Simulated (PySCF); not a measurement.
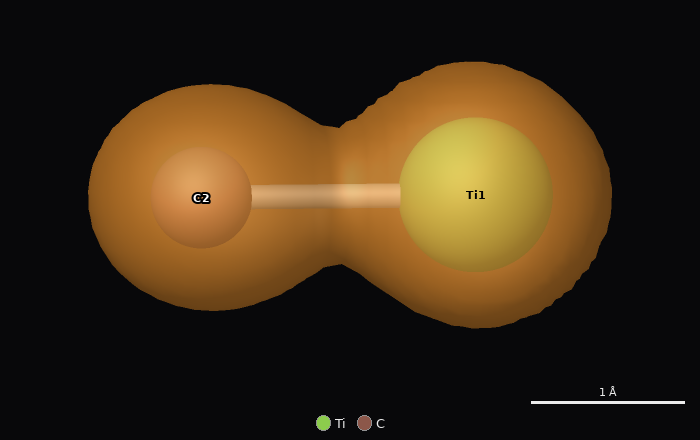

*TiC (quintet). Isosurface of the electron density at 0.6 e/Å³ (orange), seen from one side.*

Theory: PBE0/def2-TZVP, non-relativistic Hamiltonian with scalar-relativistic core potentials where named, at a bond length of 1.811 Å (PySCF).

```xyz
2

Ti    0.0000    0.0000   -0.3625
C     0.0000    0.0000    1.4485
```

What does this surface tell about the bonding?

Answer. At this value the surface is in one piece. It bridges the sampled C–Ti (1.81 Å) contact, where the density stays above the isovalue. On the grid the lowest density along these lines, outside the cores, is 1 e/Å³ (C–Ti, 1.81 Å).
